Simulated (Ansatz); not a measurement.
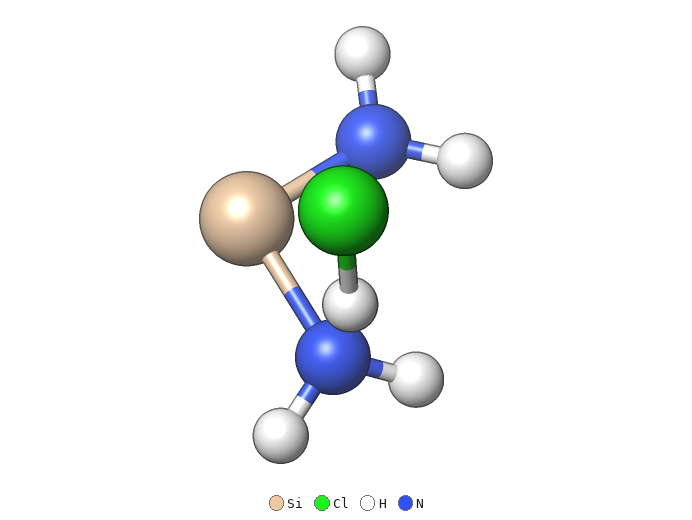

Computed geometry: PBE0-D4/def2-TZVP saddle-point search. Properties computed with RHF-CCSD(T), frozen core/def2-TZVPP (Ansatz 0.2.0).

Give the T1 diagnostic at this level.

0.012.
